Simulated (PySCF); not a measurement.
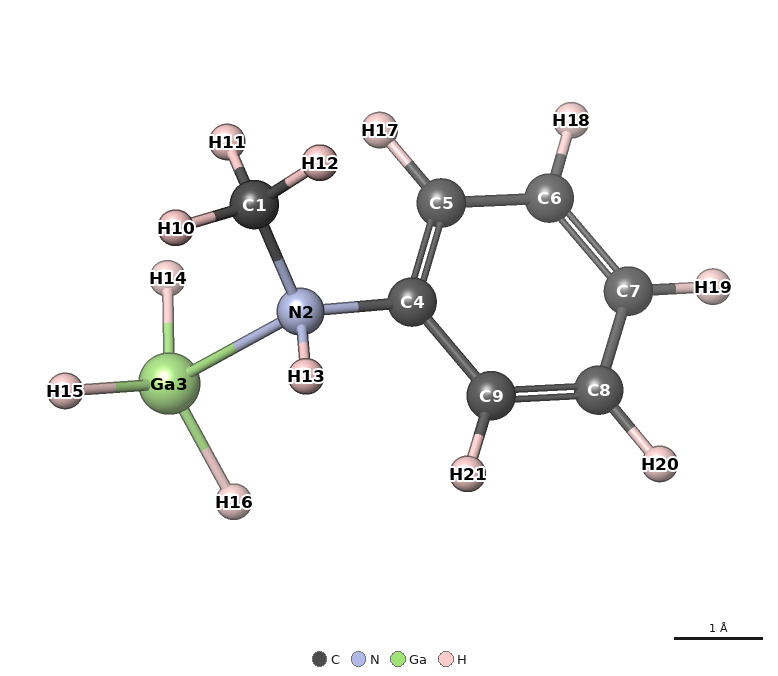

Orthographic view. Distant atoms are faded towards the background colour. The computed structure is the end point of a PBE0-D3(BJ)/def2-SVP optimisation. No frequency run is at hand to confirm it as a minimum.

Write the connection table.

C1: N2, H10, H11, H12
N2: C1, Ga3, C4, H13
Ga3: N2, H14, H15, H16
C4: N2, C5, C9
C5: C4, C6, H17
C6: C5, C7, H18
C7: C6, C8, H19
C8: C7, C9, H20
C9: C4, C8, H21
(terminal hydrogens appear only as neighbours)
